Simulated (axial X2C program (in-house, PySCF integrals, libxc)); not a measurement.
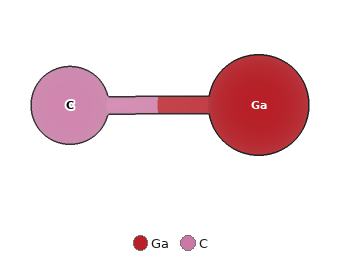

*The molecule at the reference distance of 1.999 Å.*

# Run report: GaC, relativistic diatomic calculation

GaC. The reference is closed-shell GaC⁺; the roots are the vertical energy changes on adding an electron to it, which gives states of GaC. The distance is the PBE0 minimum at charge 0. Computed at this level: EOM-EA-CCSD, two-component X2C with atomic mean-field Coulomb and Gaunt terms, Ga dyall-acv3z, C dyall-av3z (cores contracted) (axial X2C program (in-house, PySCF integrals, libxc)).

### Summary

```
                                                                                                          quantity                                                                 value
                                                                                                           outcome                                                             converged
                                                                                   HF energy of the reference GaC⁺                                                   −1979.04591 hartree
                                                                                  MP2 energy of the reference GaC⁺                                                   −1979.68565 hartree
CCSD energy of the reference GaC⁺ (with the MP2 share of the virtual spinors left out of the coupled-cluster step)                                                   −1979.70364 hartree
                                                                              CCSD(T) energy of the reference GaC⁺                                                   −1979.72511 hartree
                                          T1 diagnostic (spinor form; for a closed shell √2 times the usual value)                                                                 0.049
                                                                                                          hardware  1 thread of Arm Neoverse V2, 24 GiB of memory available, shared host
                                                                                                         wall time                                                                  27 s
                                                                                                       peak memory                                                              0.98 GiB
```

### Input file
```
{"zs": [31, 6], "q": 0, "bas": ["dyall-acv3z", "dyall-av3z"], "r0": 1.84, "eom": "ea", "thr": -2.0, "nmax": 92, "grid": [1, 0.96, 1.045, 0.92, 1.09, 1.15]}
```

The line is the task of a batch: nuclear charges, charge, bases, a first guess of the distance and further settings. This report covers the levels named above. The log is that of the reference distance 1.999 Å.

Launched within a batch (the task file carries these settings):
```bash
python <driver script> task.json out
```

### Log
```
two-component X2C + atomic mean field  HF
basis functions 182  fitting functions 1002  grid points 5077
iter        total energy     max residual
   1      -1979.016731772     1.64e-01
   2      -1979.042777309     9.21e-03
   3      -1979.044729988     8.01e-03
   4      -1979.045609107     3.64e-03
   5      -1979.046040229     2.26e-03
   6      -1979.046294459     1.17e-03
   7      -1979.046375847     1.23e-03
   8      -1979.046403066     1.25e-03
   9      -1979.046286962     1.11e-03
  10      -1979.045924074     3.06e-04
  11      -1979.045913517     1.50e-04
  12      -1979.045909627     1.96e-05
  13      -1979.045909600     8.38e-06
  14      -1979.045909602     1.50e-06
  15      -1979.045909602     1.94e-07
converged
one-electron -2845.53936042  Coulomb 897.22680616  exact exchange -79.32561558  xc functional 0.00000000  nuclear repulsion 49.23809967  atomic mean-field constant -0.64583943
correlated 16  virtual 302  natural virtual 88  E(MP2) -0.639736336  MP2 remainder -0.143814845
iter   CCSD correlation   residual
   1     -0.472920501   1.93e-01
   2     -0.495327206   1.17e-01
   3     -0.502895188   8.32e-02
   4     -0.505774120   5.90e-02
   5     -0.510291862   4.21e-02
   6     -0.511887950   2.79e-02
   7     -0.512481217   1.83e-02
   8     -0.513724372   1.14e-02
   9     -0.513485034   5.93e-03
  10     -0.513786196   3.42e-03
  11     -0.513741297   2.23e-03
  12     -0.513805262   1.48e-03
  13     -0.513819432   1.12e-03
  14     -0.513826801   1.04e-03
  15     -0.513828475   1.01e-03
  16     -0.513831299   9.80e-04
  17     -0.513828775   9.52e-04
  18     -0.513823100   8.96e-04
  19     -0.513812753   7.73e-04
  20     -0.513829367   6.85e-04
  21     -0.513822993   5.88e-04
  22     -0.513856909   5.86e-04
  23     -0.513856470   3.49e-04
  24     -0.513881414   4.57e-04
  25     -0.513894036   2.28e-04
  26     -0.513904770   1.54e-04
  27     -0.513906412   6.52e-05
  28     -0.513909018   5.02e-05
  29     -0.513912791   3.77e-05
  30     -0.513913060   2.73e-05
  31     -0.513914524   1.94e-05
  32     -0.513914866   1.42e-05
  33     -0.513915045   9.45e-06
  34     -0.513914975   7.66e-06
  35     -0.513914806   5.52e-06
  36     -0.513914476   3.70e-06
  37     -0.513914271   1.90e-06
  38     -0.513914217   9.76e-07
  39     -0.513914225   5.88e-07
(T) -0.021468257342073676  T1 0.0489  D1 0.1299  max T2 0.301
EOM-EA-CCSD roots
2*Omega      energy/Eh   energy/eV  one-particle weight
    1      -0.30448752     -8.2855      0.879
    1      -0.20171407     -5.4889      0.226
    1      -0.20136390     -5.4794      0.137
    1      -0.18423297     -5.0132      0.055
    1      -0.17567141     -4.7803      0.062
    3      -0.27385139     -7.4519      0.854
    3      -0.23661270     -6.4386      0.005
    3      -0.18932629     -5.1518      0.001
    3      -0.17859477     -4.8598      0.797
    5      -0.18004959     -4.8994      0.000
    5      -0.14059801     -3.8259      0.000
    7      -0.08293538     -2.2568      0.000
```

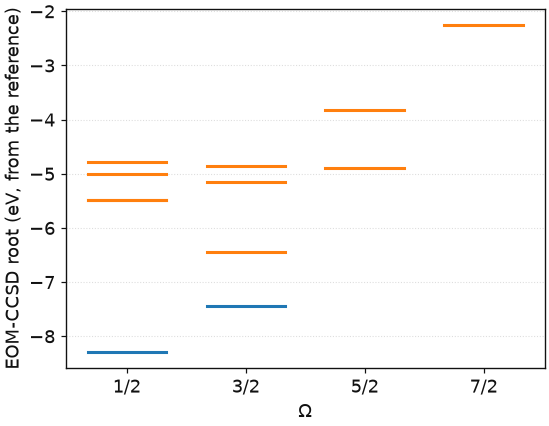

*EOM-CCSD roots by Ω at 2.00 Å; roots whose one-particle weight is under 0.8 have the second colour.*

The lowest has Ω = 1/2 and lies at −8.286 eV, with one-particle weight 0.88. 10 of the 12 roots are less well described at this level.
